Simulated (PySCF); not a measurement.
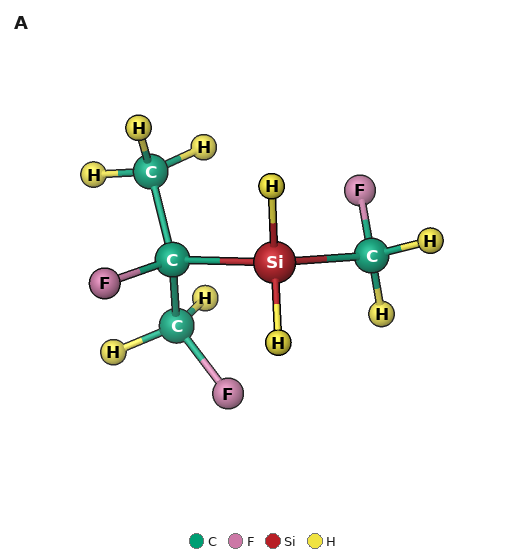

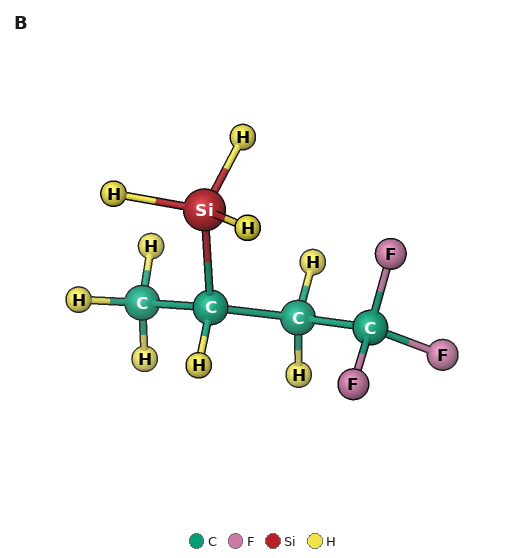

2 stationary structures of one formula. Geometries: GFN2-xTB. Electronic energies: PBE0/pcSseg-1 (PySCF 2.14.0), without zero-point energy. No frequency run is at hand to confirm each as a minimum. Each is one conformer, not always the lowest.

> Which structure is the most stable?

B is lowest; A lies 23.9 kcal/mol above it. A is `C[C@@](F)(CF)[SiH2]CF`, B is `C[C@H]([SiH3])CC(F)(F)F`.

The geometry is semi-empirical. Around Si such bond lengths and angles can be off by a tenth of an ångström or more and by several degrees, and values that hang on the shape move with them.
